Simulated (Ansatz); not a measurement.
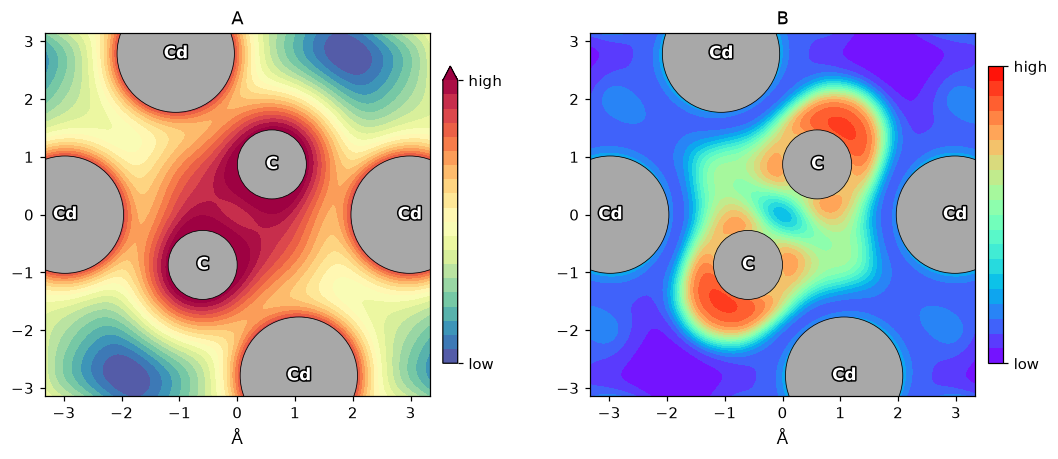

CdC2: 2 fields on the (111) plane of the conventional cell, with unlabelled colour scales. Grey discs cover the atomic cores.

Space group P4/mmm; started from the random prototype, which need not be the ambient phase.

Theory: Ansatz, DFT PBE, scalar-relativistic, plane waves, PAW.

Which field does each panel show? The fields are: electron localisation function and valence pseudo-density.

Panel A: valence pseudo-density. Panel B: electron localisation function. From the grid: Cd–C (2.54 Å): ρ is about 0.28 e/Å³ halfway; the ELF peaks at about 0.75 in the valence shell of C, 0.7 Å from its nucleus, and drops to about 0.15 between the two atoms.
